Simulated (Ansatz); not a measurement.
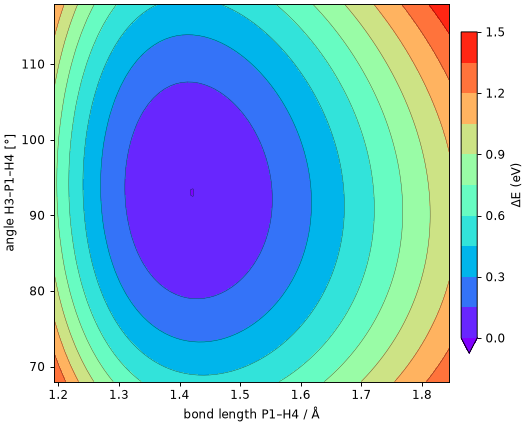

H3PS, SMILES PS. 
- First axis: bond length P1–H4. Second axis: angle H3–P1–H4.
- Nothing is relaxed (all other coordinates rigid).
- The grid has 15 × 15 points.
- Points are written as (first, second).
- Energies: eV, counted from the lowest grid point.
- Level of theory: Ansatz 0.2.0, RKS PBE0-D4/def2-TZVP.

Drawn: filled contours. Between grid points the surface is interpolated.

The lowest grid point is at (1.425 Å, 93.0°). No other kind of well shows on this grid. The highest grid point, (1.845 Å, 118.0°), lies 1.47 eV above the lowest. Round the minimum the two coordinates are weakly coupled (coupling 0.05 in units of the two stiffnesses).

The level of theory is changed to Ansatz, RKS SPW92 (LDA)/def2-TZVP; with it change the reference geometry, relaxed at the new level; the new grid has 15 × 15 points, laid about the new relaxed structure.

Q: What will the new map look like?

A: The minimum (interpolated where it lies between grid points) moves from about (1.419 Å, 93°) to about (1.433 Å, 92°). The curvature at the minimum changes by less than a tenth (about 19) eV/Å² along bond length P1–H4 and by less than a tenth (about 4.4) eV/rad² along angle H3–P1–H4.

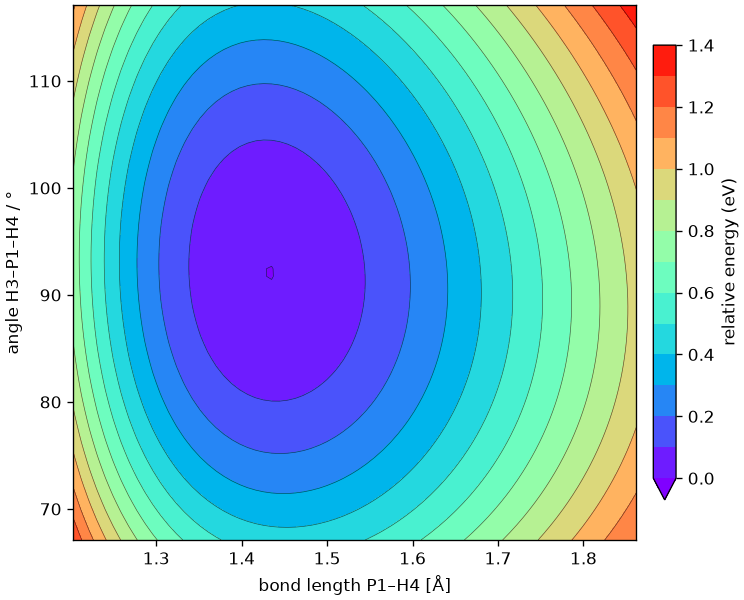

The map after the change, on a colour scale of its own. In the figure: filled contours. Between grid points the surface is interpolated.
